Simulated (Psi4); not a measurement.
## Interaction calculation, with input and output: GeBNH$_{6}$ (part 2 of 2)

Continued. System: GeBNH$_{6}$. Method: TPSS/6-31G*, RKS, dispersion D3(BJ) (Psi4 1.11). 

Geometry of the input (Å):
```
B  0.0000  -0.0000  -0.0001
H  0.9683  0.3968  0.5738
H  -0.2901  -1.1567  0.0481
H  -0.6783  0.7600  -0.6219
N  -4.0838  -1.5511  -2.0377
Ge -3.7744  -2.1453  -0.3503
H  -5.0175  -1.4168  -2.3917
H  -3.3775  -1.3209  -2.7177
H  -2.1855  -2.0957  -0.5449
```

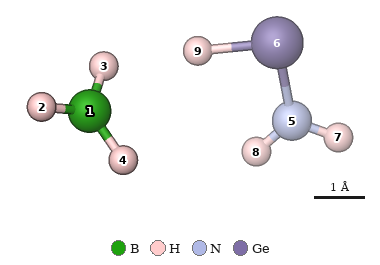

**Figure 1.** The structure (ball-and-stick view, seen at a tilt; atoms are numbered from 1 in the order of the input). Sticks mark near contacts.

## Output, continued
```
    Memory:     1.5 GiB
    Threads:    1
                ecpint, einsums, f̶o̶r̶t̶e̶, gauxc, gcp, g̶d̶m̶a̶, geometric, g̶p̶u̶_̶d̶f̶c̶c̶,
                i̶n̶t̶e̶g̶r̶a̶t̶o̶r̶x̶x̶, i̶p̶i̶, libefp, m̶d̶i̶, m̶p̶2̶d̶, m̶r̶c̶c̶, ooo,
                o̶p̶e̶n̶f̶e̶r̶m̶i̶o̶n̶p̶s̶i̶4̶, pcmsolver, p̶s̶i̶4̶f̶o̶c̶k̶c̶i̶, p̶s̶i̶x̶a̶s̶,
                p̶y̶e̶i̶n̶s̶u̶m̶s̶, r̶e̶s̶p̶, s̶i̶m̶i̶n̶t̶, s̶n̶s̶m̶p̶2̶,
                v̶2̶r̶d̶m̶_̶c̶a̶s̶s̶c̶f̶

  ==> Geometry <==

    Molecular point group: c1
    Full point group: C1

    Geometry (in Bohr), charge = 0, multiplicity = 1:

       Center              X                  Y                   Z               Mass
    ------------   -----------------  -----------------  -----------------  -----------------
         B            0.000056691784    -0.000056691784    -0.000094486306    11.009305360000
         H            1.829859601803     0.749805532059     1.084419337094     1.007825032230
         H           -0.548152857212    -2.185884003840     0.090801340328     1.007825032230
         H           -1.281763436375     1.436154060825    -1.175126191116     1.007825032230
      Gh(N)          -7.717320242928    -2.931210884981    -3.850751617629    14.003074004430
      Gh(GE)         -7.132601185189    -4.054010559683    -0.661933267225    73.921177761000
      Gh(H)          -9.481681937223    -2.677401769071    -4.519657974258     1.007825032230
      Gh(H)          -6.382493296950    -2.496101444595    -5.135746485679     1.007825032230
      Gh(H)          -4.129939755404    -3.960317938383    -1.029787354807     1.007825032230

  Running in c1 symmetry.

  Rotational constants: A =      0.33816  B =      0.00965  C =      0.00940 [cm^-1]
  Rotational constants: A =  10137.70528  B =    289.17540  C =    281.80071 [MHz]
  Nuclear repulsion =    7.418843265874976

  Charge       = 0
  Multiplicity = 1
  Electrons    = 8
  Nalpha       = 4
  Nbeta        = 4

  ==> Iterations <==

                           Total Energy        Delta E     RMS |[F,P]|

   @DF-RKS iter SAD:   -26.15973729257412   -2.61597e+01   0.00000e+00
   @DF-RKS iter   1:   -26.58512472076441   -4.25387e-01   2.59471e-03 ADIIS/DIIS
   @DF-RKS iter   2:   -26.60226196890287   -1.71372e-02   1.90148e-03 ADIIS/DIIS
   @DF-RKS iter   3:   -26.61820798499428   -1.59460e-02   7.90368e-05 DIIS
   @DF-RKS iter   4:   -26.61823594537351   -2.79604e-05   4.85322e-06 DIIS
   @DF-RKS iter   5:   -26.61823601987138   -7.44979e-08   3.74835e-07 DIIS
  Energy and wave function converged.

  ==> Post-Iterations <==

   Electrons on quadrature grid:
      Ntotal   =    8.0000003249 ; deviation = 3.249e-07

    Final Occupation by Irrep:
              A
    DOCC [     4 ]
    NA   [     4 ]
    NB   [     4 ]

  @DF-RKS Final Energy:   -26.61823601987138

   => Energetics <=

    Nuclear Repulsion Energy =              7.4188432658749761
    One-Electron Energy =                 -49.0794085776161566
    Two-Electron Energy =                  20.1981393372091489
    DFT Exchange-Correlation Energy =      -5.1548014610690656
    Empirical Dispersion Energy =          -0.0010085842702855
    VV10 Nonlocal Energy =                  0.0000000000000000
    Total Energy =                        -26.6182360198713823

Computation Completed

Properties will be evaluated at   0.000000,   0.000000,   0.000000 [a0]

Properties computed using the SCF density matrix

 Multipole Moments:

 ------------------------------------------------------------------------------------
     Multipole            Electronic (a.u.)      Nuclear  (a.u.)        Total (a.u.)
 ------------------------------------------------------------------------------------

 L = 1.  Multiply by 2.5417464519 to convert [e a0] to [Debye]
 Dipole X            :          0.0130869            0.0002268            0.0133137
 Dipole Y            :          0.0061483           -0.0002079            0.0059404
 Dipole Z            :          0.0005622           -0.0003779            0.0001842
 Magnitude           :                                                    0.0145800

 ------------------------------------------------------------------------------------

	total time  =          7 seconds =       0.12 minutes

    Psi4 run time: 0:00:06.96

    -----------------------------------------------------------------------
                               Psi4 1.11 release

    h
    h
    h

    -----------------------------------------------------------------------

    Memory:     1.5 GiB
    Threads:    1
                ecpint, einsums, f̶o̶r̶t̶e̶, gauxc, gcp, g̶d̶m̶a̶, geometric, g̶p̶u̶_̶d̶f̶c̶c̶,
                i̶n̶t̶e̶g̶r̶a̶t̶o̶r̶x̶x̶, i̶p̶i̶, libefp, m̶d̶i̶, m̶p̶2̶d̶, m̶r̶c̶c̶, ooo,
                o̶p̶e̶n̶f̶e̶r̶m̶i̶o̶n̶p̶s̶i̶4̶, pcmsolver, p̶s̶i̶4̶f̶o̶c̶k̶c̶i̶, p̶s̶i̶x̶a̶s̶,
                p̶y̶e̶i̶n̶s̶u̶m̶s̶, r̶e̶s̶p̶, s̶i̶m̶i̶n̶t̶, s̶n̶s̶m̶p̶2̶,
                v̶2̶r̶d̶m̶_̶c̶a̶s̶s̶c̶f̶

  ==> Geometry <==

    Molecular point group: c1
    Full point group: C1

    Geometry (in Bohr), charge = 0, multiplicity = 1:

       Center              X                  Y                   Z               Mass
    ------------   -----------------  -----------------  -----------------  -----------------
         B            0.000056691784    -0.000056691784    -0.000094486306    11.009305360000
         H            1.829859601803     0.749805532059     1.084419337094     1.007825032230
         H           -0.548152857212    -2.185884003840     0.090801340328     1.007825032230
         H           -1.281763436375     1.436154060825    -1.175126191116     1.007825032230
         N           -7.717320242928    -2.931210884981    -3.850751617629    14.003074004430
         GE          -7.132601185189    -4.054010559683    -0.661933267225    73.921177761000
         H           -9.481681937223    -2.677401769071    -4.519657974258     1.007825032230
         H           -6.382493296950    -2.496101444595    -5.135746485679     1.007825032230
         H           -4.129939755404    -3.960317938383    -1.029787354807     1.007825032230

  Running in c1 symmetry.

  Rotational constants: A =      0.33816  B =      0.00965  C =      0.00940 [cm^-1]
  Rotational constants: A =  10137.70528  B =    289.17540  C =    281.80071 [MHz]
  Nuclear repulsion =  146.650704729640012

  Charge       = 0
  Multiplicity = 1
  Electrons    = 50
  Nalpha       = 25
  Nbeta        = 25

  ==> Iterations <==

                           Total Energy        Delta E     RMS |[F,P]|

   @DF-RKS iter SAD: -2156.04401734069006   -2.15604e+03   0.00000e+00
   @DF-RKS iter   1: -2158.16764971504153   -2.12363e+00   3.93339e-02 ADIIS/DIIS
   @DF-RKS iter   2: -2143.21126114209983    1.49564e+01   1.15629e-01 ADIIS
   @DF-RKS iter   3: -2158.89528426906327   -1.56840e+01   3.17416e-02 ADIIS/DIIS
   @DF-RKS iter   4: -2159.78106994073187   -8.85786e-01   5.08450e-03 ADIIS/DIIS
   @DF-RKS iter   5: -2159.79245778901486   -1.13878e-02   4.86527e-03 ADIIS/DIIS
   @DF-RKS iter   6: -2159.86445791107599   -7.20001e-02   4.69272e-04 ADIIS/DIIS
   @DF-RKS iter   7: -2159.86531268060298   -8.54770e-04   1.13529e-04 ADIIS/DIIS
   @DF-RKS iter   8: -2159.86536982421831   -5.71436e-05   3.39489e-05 DIIS
   @DF-RKS iter   9: -2159.86537506450031   -5.24028e-06   1.06185e-05 DIIS
   @DF-RKS iter  10: -2159.86537550754338   -4.43043e-07   1.47084e-06 DIIS
   @DF-RKS iter  11: -2159.86537551690526   -9.36188e-09   3.29382e-07 DIIS
  Energy and wave function converged.

  ==> Post-Iterations <==

   Electrons on quadrature grid:
      Ntotal   =   50.0000101343 ; deviation = 1.013e-05

    Orbital Energies [Eh]
    ---------------------

    Doubly Occupied:

       1A   -397.701667     2A    -49.298320     3A    -43.841116
       4A    -43.838824     5A    -43.837519     6A    -14.127714
       7A     -6.609133     8A     -6.024900     9A     -4.216834
      10A     -4.210690    11A     -4.205740    12A     -1.072635
      13A     -1.069722    14A     -1.065691    15A     -1.064514
      16A     -1.061115    17A     -0.792640    18A     -0.475831
      19A     -0.467205    20A     -0.457599    21A     -0.322127
      22A     -0.312652    23A     -0.301536    24A     -0.244967
      25A     -0.201579

    Virtual:

      26A     -0.087307    27A     -0.077374    28A      0.004032
      29A      0.074138    30A      0.101422    31A      0.114408
      32A      0.140419    33A      0.162886    34A      0.169243
      35A      0.179480    36A      0.197411    37A      0.241917
      38A      0.262542    39A      0.384762    40A      0.401931
      41A      0.422602    42A      0.436533    43A      0.449952
      44A      0.488415    45A      0.519636    46A      0.595554
      47A      0.657079    48A      0.725373    49A      0.783051
      50A      0.872502    51A      0.880496    52A      0.928496
      53A      0.932461    54A      0.958456    55A      0.993181
      56A      1.067580    57A      1.149563    58A      1.201064
      59A      1.239258    60A      1.242107    61A      1.602123
      62A      1.636975    63A      1.784779    64A      1.803586
      65A      1.813910    66A      2.120659    67A      2.163122
      68A      2.359632    69A      3.247714    70A      3.298948
      71A      3.313363    72A      3.331819    73A      3.402395
      74A      3.414515    75A      3.655020    76A      3.919835
      77A     86.521672

    Final Occupation by Irrep:
              A
    DOCC [    25 ]
    NA   [    25 ]
    NB   [    25 ]

  @DF-RKS Final Energy: -2159.86537551690526

   => Energetics <=

    Nuclear Repulsion Energy =            146.6507047296400117
    One-Electron Energy =               -3296.8627824155064445
    Two-Electron Energy =                1082.4690848507286773
    DFT Exchange-Correlation Energy =     -92.1167488539488772
    Empirical Dispersion Energy =          -0.0056338278188584
    VV10 Nonlocal Energy =                  0.0000000000000000
    Total Energy =                      -2159.8653755169052602

Computation Completed

Properties will be evaluated at   0.000000,   0.000000,   0.000000 [a0]

Properties computed using the SCF density matrix

 Multipole Moments:

 ------------------------------------------------------------------------------------
     Multipole            Electronic (a.u.)      Nuclear  (a.u.)        Total (a.u.)
 ------------------------------------------------------------------------------------

 L = 1.  Multiply by 2.5417464519 to convert [e a0] to [Debye]
 Dipole X            :        302.1533047         -302.2583678           -0.1050632
 Dipole Y            :        159.6220995         -159.3808431            0.2412563
 Dipole Z            :         58.0343320          -58.8226956           -0.7883636
 Magnitude           :                                                    0.8311198

 ------------------------------------------------------------------------------------

	total time  =         13 seconds =       0.22 minutes

    Psi4 run time: 0:00:13.70

  //>>>>>>>>>>>>>>>>>>>>>>>>>>>>>>>>>>>//
  //          ManyBody Results         //
  //<<<<<<<<<<<<<<<<<<<<<<<<<<<<<<<<<<<//

   ==> N-Body: Counterpoise Corrected (CP) energies <==

              MC n-Body  Total Energy            Interaction Energy                          N-body Contribution to Interaction Energy
                         [Eh]                    [Eh]                  [kcal/mol]            [Eh]                  [kcal/mol]
              §A  1        N/A                   0.000000000000        0.000000000000        0.000000000000        0.000000000000
     FULL/RTN §A  2        N/A                   0.000794136777        0.498328351125        0.000794136777        0.498328351125

   MC Legend: §A: "(auto)"

  Variable Map:
  ----------------------------------------------------------------------------
  "CALCINFO NATOM"                                 =>       9.000000000000
  "CALCINFO NFR"                                   =>       2.000000000000
  "CALCINFO NMC"                                   =>       1.000000000000
  "CP-CORRECTED 2-BODY CONTRIBUTION TO ENERGY"     =>       0.000794136777
  "CP-CORRECTED INTERACTION ENERGY"                =>       0.000794136777
  "CP-CORRECTED INTERACTION ENERGY THROUGH 1-BODY" =>       0.000000000000
  "CP-CORRECTED INTERACTION ENERGY THROUGH 2-BODY" =>       0.000794136777
  "CURRENT ENERGY"                                 =>       0.000794136777
  "N-BODY (1)@(1, 2) TOTAL ENERGY"                 =>     -26.618236019871
  "N-BODY (1, 2)@(1, 2) TOTAL ENERGY"              =>   -2159.865375516905
  "N-BODY (2)@(1, 2) TOTAL ENERGY"                 =>   -2133.247933633811
  "NBODY NUMBER"                                   =>       3.000000000000
  "NUCLEAR REPULSION ENERGY"                       =>     146.650704729639

  Array Variable Map:
  ----------------------------------------------------------------------------

    Psi4 run time: 0:00:35.20

[set-up sections that repeat, and orbital energies of the middle runs, are left out above]
```

## Key numbers

```json
{"quantity": "outcome", "value": "converged"}
{"quantity": "basis functions", "value": "673"}
{"quantity": "wall time", "value": "37 s"}
{"quantity": "peak memory", "value": "1 GiB"}
```
